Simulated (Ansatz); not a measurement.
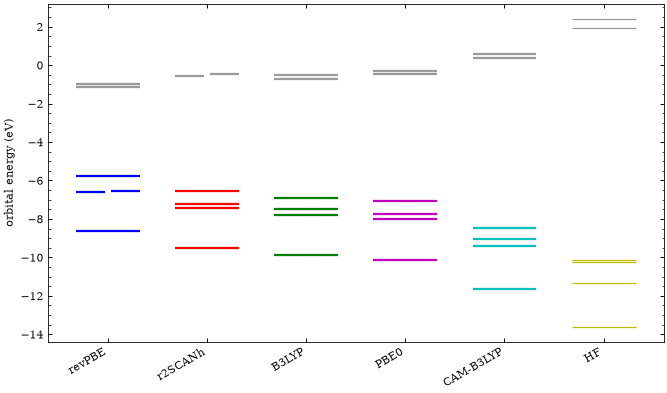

Frontier orbital energies of C₃H₄AlF, SMILES [CH3][Al]1[CH]=[C]1F, singlet at one geometry, def2-TZVPP, the Ansatz code, at a PBE0-D4/def2-TZVP geometry (a minimum by its frequencies). Empty levels are grey, levels within 0.1 eV stand side by side; all columns show the same few orbitals around the gap.

### Compare the HOMO-LUMO separations.

The separation grows from 4.61 eV (revPBE) to 12.05 eV (HF).

```
    level  HOMO (eV)  LUMO (eV)  separation (eV)
   revPBE      −5.75      −1.13             4.61
  r2SCANh      −6.54      −0.56             5.98
    B3LYP      −6.89      −0.74             6.15
     PBE0      −7.09      −0.47             6.62
CAM-B3LYP      −8.48       0.35             8.83
       HF     −10.13       1.93            12.05
```

Limits of at least one run: empty levels above zero depend strongly on the basis.
